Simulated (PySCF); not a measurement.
**ZrHOH: singlet, from a linear start**

Aim: relax ZrHOH as a singlet from a linear start, check by its vibrations whether the end is a minimum, and collect its spectrum and constants.

Computed with PySCF 2.14.0. Level: PBE0, basis Zr def2-TZVP with ECP28, H def2-TZVP, O def2-TZVP, scalar-relativistic core potentials, no spin–orbit coupling, density fitting.

### Step 1. The system as given

4 atoms, charge 0, spin multiplicity 1.

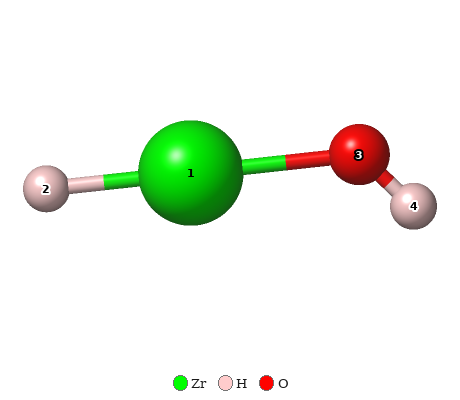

As it starts; zirconium green, hydrogen pink, oxygen red; atoms are numbered from 1 in the order of the file.

```xyz
4
charge 0 multiplicity 1
Zr    0.0000    0.0000    0.0000
H     0.0000    0.0000    1.8600
O     0.0000    0.0000   -2.1700
H     0.7354    0.0000   -2.7871
```

### Step 2. First SCF at the start

The steps below are one call of a driver around PySCF. For each, scf.py gives the equivalent set-up of the SCF; relaxations use the driver's own optimiser. After this first run the driver tries any further starts and a stability analysis.

scf.py reads:

```python
from pyscf import gto, scf, dft
mol = gto.M(atom='''
Zr     0.000000     0.000000     0.000000
H      0.000000     0.000000     1.860000
O      0.000000     0.000000    -2.170000
H      0.735400     0.000000    -2.787100''',
    basis={'Zr': 'def2-TZVP', 'H': 'def2-TZVP', 'O': 'def2-TZVP'},
    ecp={'Zr': 'def2-TZVP'},
    charge=0, spin=0)
mf = dft.RKS(mol, xc='PBE0')
mf.grids.atom_grid = (50, 194)
aux = {'Zr': 'def2-universal-JKFIT', 'H': 'def2-universal-JKFIT', 'O': 'def2-universal-JKFIT'}
mf = mf.density_fit(auxbasis=aux)
mf.conv_tol = 1e-08
mf.diis_space = 10
mf.max_cycle = 60
mf.init_guess = 'minao'
mf.verbose = 4
mf.kernel()
```

Launch:

```console
$ OMP_NUM_THREADS=2 python axn.py task.json out
```

Log, shortened:

```text
[... the frontier levels of the middle cycles are left out ...]
init E= -117.744580544513
cycle= 1 E= -122.967931728857  delta_E= -5.22  |g|= 1.09  |ddm|= 4.33
  HOMO = -0.00583564019080285  LUMO = 0.0239168986147338  gap/eV = 0.80961
cycle= 2 E= -122.608903095691  delta_E= 0.359  |g|= 1.56  |ddm|= 4.15
  HOMO = -0.150572732765668  LUMO = -0.141114223627697  gap/eV = 0.25738
cycle= 3 E= -123.280166143373  delta_E= -0.671  |g|= 0.203  |ddm|= 3.78
cycle= 4 E= -123.287161577689  delta_E= -0.007  |g|= 0.136  |ddm|= 0.198
cycle= 5 E= -123.291177190507  delta_E= -0.00402  |g|= 0.0437  |ddm|= 0.132
cycle= 6 E= -123.291755930099  delta_E= -0.000579  |g|= 0.0101  |ddm|= 0.0444
cycle= 7 E= -123.291838423452  delta_E= -8.25e-05  |g|= 0.00405  |ddm|= 0.0212
cycle= 8 E= -123.291908322566  delta_E= -6.99e-05  |g|= 0.00194  |ddm|= 0.0321
cycle= 9 E= -123.291934742545  delta_E= -2.64e-05  |g|= 0.000835  |ddm|= 0.0274
cycle= 10 E= -123.291937585855  delta_E= -2.84e-06  |g|= 0.000292  |ddm|= 0.0105
cycle= 11 E= -123.291937829424  delta_E= -2.44e-07  |g|= 0.000188  |ddm|= 0.00289
cycle= 12 E= -123.291937938055  delta_E= -1.09e-07  |g|= 9.69e-05  |ddm|= 0.00189
cycle= 13 E= -123.291937993874  delta_E= -5.58e-08  |g|= 4.12e-05  |ddm|= 0.00189
cycle= 14 E= -123.291938003835  delta_E= -9.96e-09  |g|= 8.86e-06  |ddm|= 0.000987
  HOMO = -0.142224315004807  LUMO = -0.093509332933646  gap/eV = 1.32560
Extra cycle  E= -123.291938003927  delta_E= -9.17e-11  |g|= 5.23e-06  |ddm|= 3.19e-05
converged SCF energy = -123.291938003927
```

This step, with its further starts and checks, took 5.4 s on 2 threads of Arm Neoverse V2, shared host.

Energies from each starting density:

| start | energy (Eh) |
| --- | --- |
| the minimal-basis guess | -123.291938 |
| a thermally smeared density | -123.310796 |
| a smeared PBE density | -123.310796 |

The first run landed in a state that is too high. Following the other starts and the instabilities gains 49.5 kJ/mol (-123.31080 Eh), and the work goes on from there.

### Step 3. Relaxing the singlet from the linear start

The program finds Cs symmetry in the start, which this walk keeps. The walk stops when the largest gradient is under 0.0003 Eh/bohr and the energy has settled too.

Changes to scf.py since step 2:

```diff
@@ -3,4 +3,4 @@
-Zr     0.000000     0.000000     0.000000
-H      0.000000     0.000000     1.860000
-O      0.000000     0.000000    -2.170000
-H      0.735400     0.000000    -2.787100''',
+Zr    -0.006868     0.000000     0.330290
+H     -0.006868     0.000000     2.190290
+O     -0.006868     0.000000    -1.839710
+H      0.728532     0.000000    -2.456810''',
@@ -17 +16,0 @@
-mf.init_guess = 'minao'
```

Steps of the walk:

| step | energy (Eh) | change (kJ/mol) | largest symmetric gradient (Eh/bohr) |
| --- | --- | --- | --- |
| 0 | -123.310796 | 0.00 | 0.06221 |
| 1 | -123.324275 | -35.39 | 0.04113 |
| 2 | -123.333947 | -60.78 | 0.07857 |
| 3 | -123.343530 | -85.94 | 0.01625 |
| 4 | -123.347401 | -96.11 | 0.01941 |
| 5 | -123.349567 | -101.79 | 0.01817 |
| 6 | -123.354110 | -113.72 | 0.00952 |
| 7 | -123.356100 | -118.94 | 0.00724 |
| 8 | -123.356753 | -120.66 | 0.00351 |
| 9 | -123.356848 | -120.91 | 0.00480 |
| 10 | -123.356894 | -121.03 | 0.00263 |
| 11 | -123.356983 | -121.26 | 0.00178 |
| 12 | -123.357031 | -121.39 | 0.01072 |
| 13 | -123.357167 | -121.74 | 0.00404 |
| 14 | -123.357214 | -121.87 | 0.00111 |
| 15 | -123.357223 | -121.89 | 0.00180 |
| 16 | -123.357227 | -121.90 | 0.00035 |
| 17 | -123.357228 | -121.91 | 0.00022 |

The walk took 21 s.

Geometry (Å) and forces (eV/Å) at some steps:

```
step 0
Zr  -0.007   0.000   0.330  -0.588   0.000  -3.199
H   -0.007   0.000   2.190   0.254   0.000   0.227
O   -0.007   0.000  -1.840   0.560   0.000   3.126
H    0.729   0.000  -2.457  -0.226   0.000  -0.155
step 1
Zr  -0.044   0.000   0.278  -0.844   0.000  -2.115
H    0.016   0.000   2.150   0.378   0.000   0.220
O    0.017   0.000  -1.770   1.003   0.000   1.923
H    0.719   0.000  -2.434  -0.537   0.000  -0.028
step 9
Zr  -0.737   0.000   0.188  -0.093   0.000   0.093
H    0.432   0.000   1.594   0.051   0.000   0.043
O    0.170   0.000  -1.439   0.068   0.000  -0.247
H    0.843   0.000  -2.119  -0.026   0.000   0.110
step 17
Zr  -0.721   0.000   0.182  -0.003   0.000   0.003
H    0.452   0.000   1.594   0.006   0.000   0.000
O    0.091   0.000  -1.509   0.009   0.000  -0.011
H    0.885   0.000  -2.043  -0.013   0.000   0.008
```

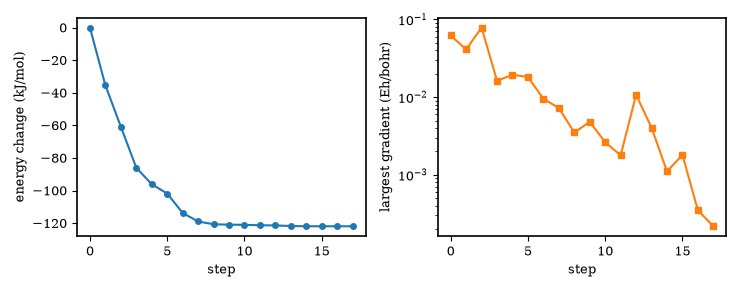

How energy and gradient fall.

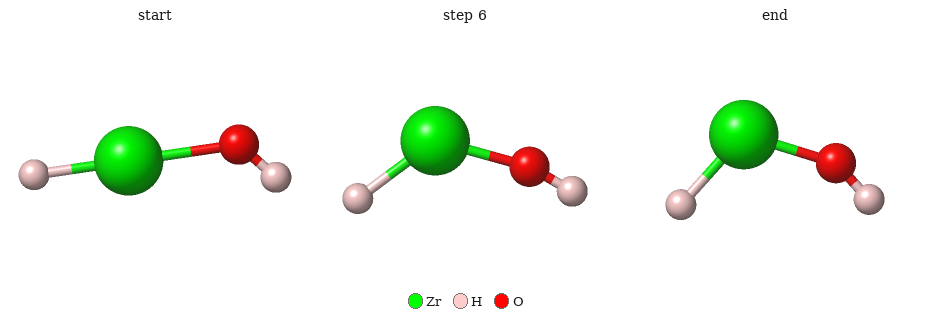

Start and end of the relaxation, with a step between.

It settles in Cs symmetry, 121.9 kJ/mol below the start, after 17 steps: O–H 0.957 Å, Zr–H 1.836 Å, Zr–O 1.877 Å; H–O–Zr 149.5°, H–Zr–O 114.6°.

### Step 4. Vibrations and properties at this point

On the finer grid the gradient is checked again; gradients at displacements of ±0.02 bohr then give force constants and infrared intensities.

Changes to scf.py since step 3:

```diff
@@ -3,4 +3,4 @@
-Zr    -0.006868     0.000000     0.330290
-H     -0.006868     0.000000     2.190290
-O     -0.006868     0.000000    -1.839710
-H      0.728532     0.000000    -2.456810''',
+Zr    -0.149624     0.000000     0.258200
+H      1.028910     0.000000     1.665758
+O      0.666468     0.000000    -1.431450
+H      1.460755     0.000000    -1.964169''',
@@ -11 +11 @@
-mf.grids.atom_grid = (50, 194)
+mf.grids.atom_grid = (75, 302)
@@ -14 +14 @@
-mf.conv_tol = 1e-08
+mf.conv_tol = 1e-10
```

This SCF starts from the last density.

Log of the central SCF (cycles and frontier levels):

```text
init E= -123.357211895192
  HOMO = -0.166738219645538  LUMO = -0.0831031690543132  gap/eV = 2.27583
cycle= 1 E= -123.357211895201  delta_E= -8.92e-12  |g|= 6.39e-06  |ddm|= 1.67e-05
  HOMO = -0.166738885796942  LUMO = -0.0831040610154108  gap/eV = 2.27582
Extra cycle  E= -123.357211895182  delta_E= 1.86e-11  |g|= 1.29e-05  |ddm|= 1.47e-05
converged SCF energy = -123.357211895182
```

The whole step took 41 s.

Geometry: Cs; O–H 0.956 Å, Zr–H 1.836 Å, Zr–O 1.876 Å; H–O–Zr 149.6°, H–Zr–O 114.3°.

Harmonic modes (main isotopes):

```
symmetry  ω (cm⁻¹)  IR (km/mol)
      a'       287         45.3
     a''       364          101
      a'       391          101
      a'       747         94.3
      a'      1690          239
      a'      3948          305
```

No imaginary mode, so this is a minimum.

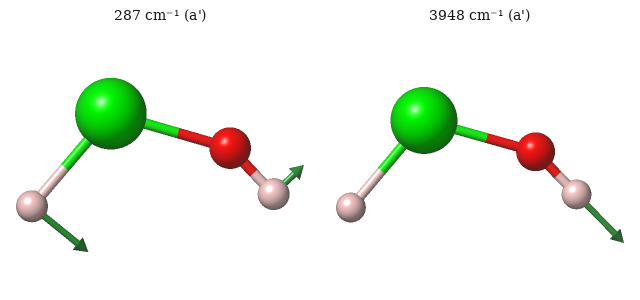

Displacements of 2 of the modes, as arrows (one member where a mode is degenerate).

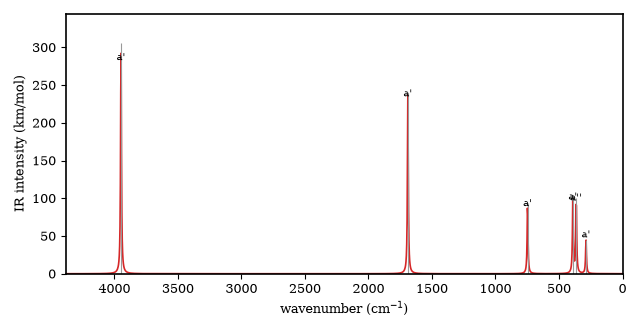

The harmonic infrared spectrum (widths in cm⁻¹). Lines are broadened to a width of 8 cm⁻¹ (Lorentzian).

Constants and moments:

```yaml
Dipole_moment: 1.08 D
Highest_occupied_level: -4.54 eV
Lowest_empty_level: -2.26 eV
Rotational_constants: 5.606, 0.3077, 0.2917 cm⁻¹
Zero-point_energy: 44.4 kJ/mol
Principal_polarisabilities: 78.6, 104.3, 116.3 bohr³
Atomisation_energy_without_zero-point_energy: 1193 kJ/mol
Principal_traceless_quadrupole_moments_about_the_centre_of_mass: -5.15, -5.04, 10.19 D Å
Entropy_at_298.15_K_and_1_bar: 270.0 J/(mol K)
Heat_capacity_Cp_at_298.15_K: 56.3 J/(mol K)
Enthalpy_at_298.15_K_above_0_K: 13.06 kJ/mol
Rotational_symmetry_number: 1
```

Charges (e) and bond orders:

```tsv
atom	Mulliken	Löwdin	polar tensor	Mayer order to Zr1
Zr1	0.50	0.26	0.68	–
H2	-0.17	-0.15	-0.25	0.96
O3	-0.68	-0.28	-0.80	1.16
H4	0.35	0.17	0.37	0.03
```

Outer orbital energies (eV). occupied: -35.43, -35.28, -27.47, -14.55, -10.49, -10.33, -8.32, -4.54; empty: -2.26, -2.24, -1.46, -1.26.

Mulliken populations on Zr1 (outside its core potential): s 3.33, p 6.26, d 1.87, f 0.05.

### Step 5. The broken-symmetry singlet

A stability analysis found the closed shell of the lowest minimum unstable towards spin polarisation, so the unrestricted solution is followed.

The program finds Cs symmetry in the start, which may break.

Changes to scf.py since step 4:

```diff
@@ -3,4 +3,4 @@
-Zr    -0.149624     0.000000     0.258200
-H      1.028910     0.000000     1.665758
-O      0.666468     0.000000    -1.431450
-H      1.460755     0.000000    -1.964169''',
+Zr    -0.147005     0.000000     0.258045
+H      1.031529     0.000000     1.665603
+O      0.669087     0.000000    -1.431605
+H      1.463374     0.000000    -1.964323''',
@@ -10,2 +10,2 @@
-mf = dft.RKS(mol, xc='PBE0')
-mf.grids.atom_grid = (75, 302)
+mf = dft.UKS(mol, xc='PBE0')
+mf.grids.atom_grid = (50, 194)
@@ -14 +14 @@
-mf.conv_tol = 1e-10
+mf.conv_tol = 1e-08
```

The optimiser's trace:

| step | energy (Eh) | change (kJ/mol) | largest gradient (Eh/bohr) |
| --- | --- | --- | --- |
| 0 | -123.366833 | 0.00 | 0.01278 |
| 1 | -123.367896 | -2.79 | 0.00560 |
| 2 | -123.369431 | -6.82 | 0.00785 |
| 3 | -123.369605 | -7.28 | 0.00547 |
| 4 | -123.369757 | -7.68 | 0.00191 |
| 5 | -123.369755 | -7.67 | 0.00181 |
| 6 | -123.369767 | -7.70 | 0.00089 |
| 7 | -123.369769 | -7.71 | 0.00027 |

The walk took 19 s.

Geometry (Å) and forces (eV/Å) at some steps:

```
step 0
Zr  -0.147   0.000   0.258  -0.047   0.000   0.258
H    1.032   0.000   1.666   0.011   0.000   0.379
O    0.669   0.000  -1.432   0.047   0.000  -0.657
H    1.463   0.000  -1.964  -0.010   0.000   0.021
step 1
Zr  -0.126   0.000   0.262   0.157   0.000   0.021
H    1.017   0.000   1.714  -0.048   0.000   0.272
O    0.668   0.000  -1.456  -0.169   0.000  -0.288
H    1.458   0.000  -1.992   0.059   0.000  -0.005
step 4
Zr  -0.008  -0.003   0.260   0.021   0.009   0.098
H    0.944   0.001   1.883  -0.037  -0.003  -0.042
O    0.649   0.004  -1.532   0.016  -0.014  -0.055
H    1.431  -0.003  -2.084  -0.001   0.008  -0.001
step 7
Zr  -0.003   0.000   0.263   0.000   0.001   0.013
H    0.941   0.000   1.885  -0.006   0.000  -0.005
O    0.649   0.001  -1.534   0.005  -0.002  -0.006
H    1.430   0.000  -2.086   0.001   0.001  -0.002
```

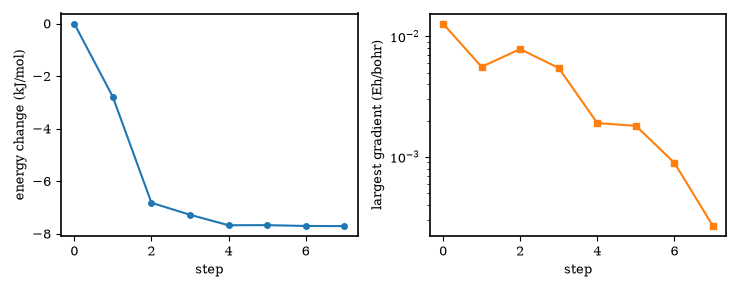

Energy and largest gradient along the walk.

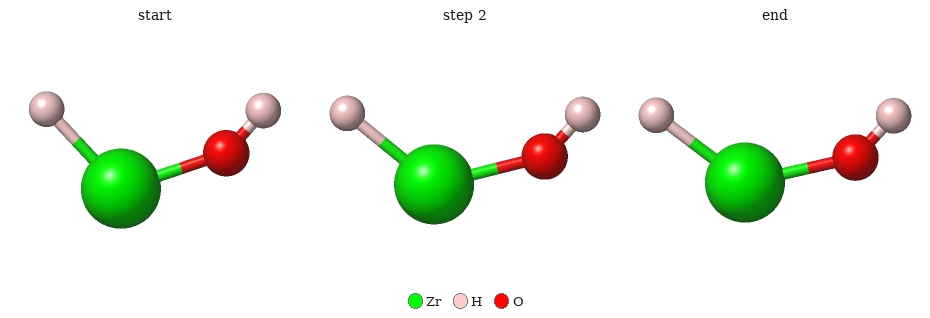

Start and end of the relaxation, with a step between.

End point (Cs, 7 steps, 7.7 kJ/mol gained): O–H 0.957 Å, Zr–H 1.876 Å, Zr–O 1.911 Å; H–O–Zr 145.2°, H–Zr–O 129.9°.

### Step 6. Hessian and properties

The same treatment as at the point before.

Changes to scf.py since step 5:

```diff
@@ -3,4 +3,4 @@
-Zr    -0.147005     0.000000     0.258045
-H      1.031529     0.000000     1.665603
-O      0.669087     0.000000    -1.431605
-H      1.463374     0.000000    -1.964323''',
+Zr    -0.116837    -0.000023     0.273690
+H      0.823013     0.000210     1.896717
+O      0.533020     0.000101    -1.524264
+H      1.313475     0.000270    -2.078034''',
@@ -11 +11 @@
-mf.grids.atom_grid = (50, 194)
+mf.grids.atom_grid = (75, 302)
@@ -14 +14 @@
-mf.conv_tol = 1e-08
+mf.conv_tol = 1e-10
```

SCF at the final geometry:

```text
init E= -123.369754632662
[... the frontier-level lines of each cycle are left out ...]
cycle= 1 E= -123.369754632667  delta_E= -5.06e-12  |g|= 1.03e-06  |ddm|= 5.07e-06
Extra cycle  E= -123.369754632669  delta_E= -2.19e-12  |g|= 1.02e-06  |ddm|= 4.04e-06
converged SCF energy = -123.369754632669  <S^2> = 0.89609349  2S+1 = 2.1411151
```

The whole step took 74 s on 2 threads of Arm Neoverse V2, shared host.

Geometry: Cs; O–H 0.957 Å, Zr–H 1.876 Å, Zr–O 1.912 Å; H–O–Zr 145.2°, H–Zr–O 130.1°.

Harmonic modes (main isotopes):

```json
{"symmetry": "a'", "ω (cm⁻¹)": "368", "IR (km/mol)": "88.0", "μ (u)": "1.02"}
{"symmetry": "a'", "ω (cm⁻¹)": "478", "IR (km/mol)": "61.2", "μ (u)": "1.30"}
{"symmetry": "a''", "ω (cm⁻¹)": "479", "IR (km/mol)": "104", "μ (u)": "1.16"}
{"symmetry": "a'", "ω (cm⁻¹)": "705", "IR (km/mol)": "118", "μ (u)": "6.21"}
{"symmetry": "a'", "ω (cm⁻¹)": "1603", "IR (km/mol)": "366", "μ (u)": "1.02"}
{"symmetry": "a'", "ω (cm⁻¹)": "3932", "IR (km/mol)": "198", "μ (u)": "1.07"}
```

All wavenumbers are real: a minimum.

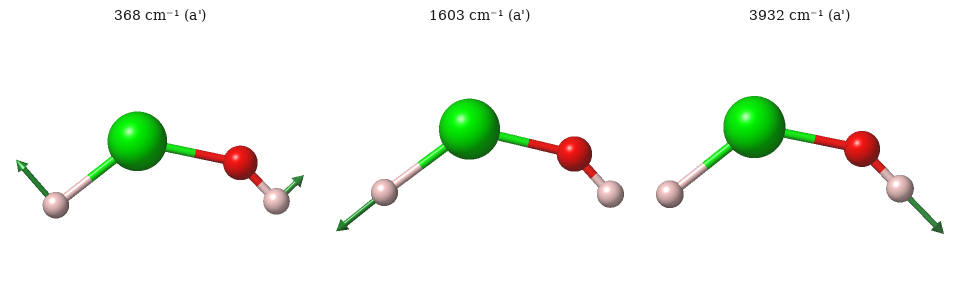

Displacements of 3 of the modes, as arrows (one member where a mode is degenerate).

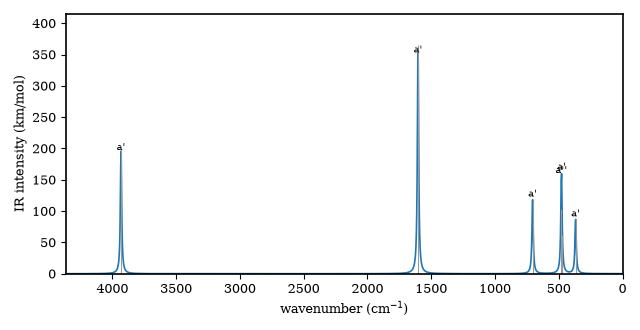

The harmonic infrared spectrum (widths in cm⁻¹). Lines are broadened to a width of 12 cm⁻¹ (Lorentzian).

Constants and moments:

```yaml
Dipole_moment: 1.17 D
Highest_occupied_level: -4.72 eV
Lowest_empty_level: -1.88 eV
Rotational_constants: 7.244, 0.292, 0.2806 cm⁻¹
Zero-point_energy: 45.2 kJ/mol
Principal_polarisabilities: 63.1, 84.9, 91.6 bohr³
Atomisation_energy_without_zero-point_energy: 1226 kJ/mol
Principal_traceless_quadrupole_moments_about_the_centre_of_mass: -9.23, 0.87, 8.37 D Å
Entropy_at_298.15_K_and_1_bar: 265.0 J/(mol K)
Heat_capacity_Cp_at_298.15_K: 54.2 J/(mol K)
Enthalpy_at_298.15_K_above_0_K: 12.38 kJ/mol
Rotational_symmetry_number: 1
Spin_squared_⟨S²⟩: 0.896
```

Populations by atom (charges in e):

```json
{"atom": "Zr1", "Mulliken": "0.57", "Löwdin": "0.33", "polar tensor": "0.72", "spin (Mulliken)": "0.03", "Mayer order to Zr1": "–"}
{"atom": "H2", "Mulliken": "-0.20", "Löwdin": "-0.17", "polar tensor": "-0.29", "spin (Mulliken)": "-0.02", "Mayer order to Zr1": "0.94"}
{"atom": "O3", "Mulliken": "-0.71", "Löwdin": "-0.32", "polar tensor": "-0.75", "spin (Mulliken)": "-0.02", "Mayer order to Zr1": "1.08"}
{"atom": "H4", "Mulliken": "0.33", "Löwdin": "0.16", "polar tensor": "0.31", "spin (Mulliken)": "0.00", "Mayer order to Zr1": "0.03"}
```

Outer orbital energies (eV). α occupied: -35.19, -34.61, -27.01, -14.02, -9.91, -9.83, -7.71, -5.11; empty: -1.82, -1.46, -1.42, -0.78. β occupied: -34.86, -34.56, -27.05, -14.04, -9.99, -9.85, -7.78, -4.72; empty: -1.88, -1.69, -1.09, -0.99.

Mulliken populations on Zr1 (outside its core potential): s 3.01, p 6.29, d 2.09, f 0.04.

### Step 7. The points found, side by side

| spin | group | bonds | imaginary modes (cm⁻¹) | ΔE (kJ/mol) | with zero-point energy |
| --- | --- | --- | --- | --- | --- |
| broken-symmetry (Ms = 0) | Cs | O–H 0.957 Å, Zr–H 1.876 Å, Zr–O 1.912 Å | none | 0.0 | 0.0 |
| singlet | Cs | O–H 0.956 Å, Zr–H 1.836 Å, Zr–O 1.876 Å | none | 32.9 | 32.1 |

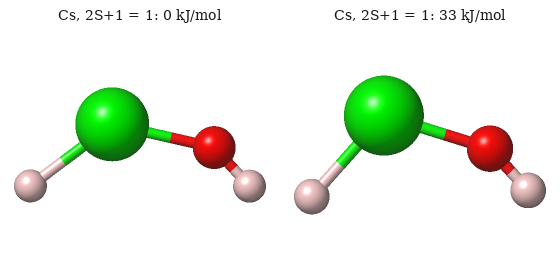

The points, lowest first (zirconium green, hydrogen pink, oxygen red).

### Step 8. Results

| quantity | value |
| --- | --- |
| minimum | broken-symmetry (Ms = 0), Cs |
| geometry | O–H 0.957 Å, Zr–H 1.876 Å, Zr–O 1.912 Å; H–O–Zr 145.2°, H–Zr–O 130.1° |
| wavenumbers (cm⁻¹) | 368 (a'), 478 (a'), 479 (a''), 705 (a'), 1603 (a'), 3932 (a') |
| dipole moment | 1.17 D |
| highest occupied, lowest empty level (either spin) | -4.72, -1.88 eV |
| polar-tensor charge of Zr1 | +0.72 e |
| zero-point energy | 45.2 kJ/mol |
| entropy at 298.15 K | 265.0 J/(mol K) |
| atomisation energy (no zero-point energy) | 1226 kJ/mol |
| ⟨S²⟩ | 0.896 |

In words: The linear start keeps its Cs symmetry and ends in a minimum. The determinant is spin-contaminated (⟨S²⟩ = 0.90 against 0.00), so it is no pure spin state. In the infrared the band at 1603 cm⁻¹ (a') leads. The first SCF alone would have been 50 kJ/mol too high. Only this shape and spin were tried, so other structures or states may lie lower.

The search up to here took 2.7 min.
